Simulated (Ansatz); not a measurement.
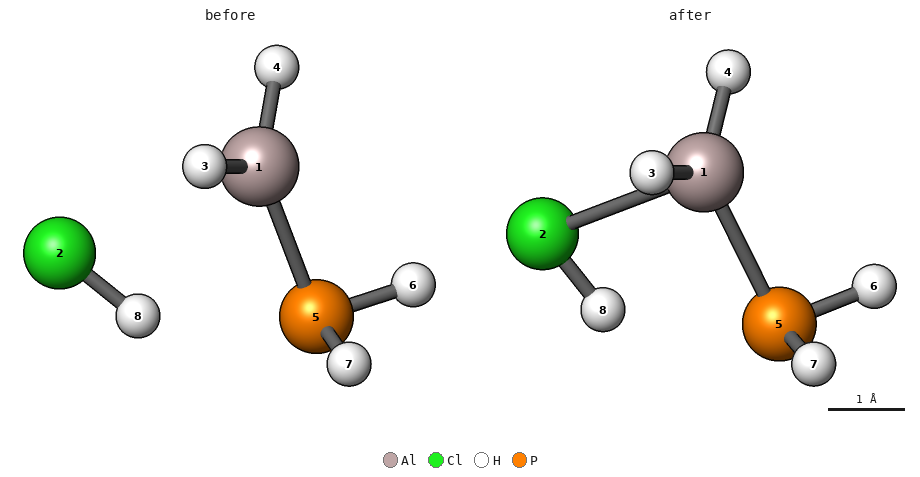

The structure of AlPH$_{5}$Cl before (left) and after (right) a relaxation, at one scale.

The picture is a ball-and-stick view, seen at a tilt.

The run prepares an end point of a later path (reaction) calculation, from a guessed geometry.

Computed with RKS B3LYP-D4/def2-SVP (Ansatz 0.2.0). Settings: no spin polarisation; force threshold 0.03 eV/Å; at most 50 steps.

### What changed between the two?

The atom that moves furthest after the best rigid fit is Cl2 (0.47 Å). By element the largest moves are Cl 0.47 Å, Al 0.26 Å, H 0.22 Å, P 0.11 Å. Among the contacts that change: Al1–Cl2 3.422 → 2.713 Å, Al1–P5 2.299 → 2.373 Å, Cl2–H8 1.340 → 1.313 Å. New bonds form, among them: Al1–Cl2 (3.42 → 2.71 Å). After 6 accepted moves (7 points after the start) the energy has fallen by 13.5 kJ/mol. Largest force component: 0.98 eV/Å at the start, 0.021 eV/Å at the end. The line search rejected the trial step at point 5 of the run.

Limits of the set-up: the start holds two separate molecules, 2.6 Å apart at their closest, whose relative position is a soft coordinate.
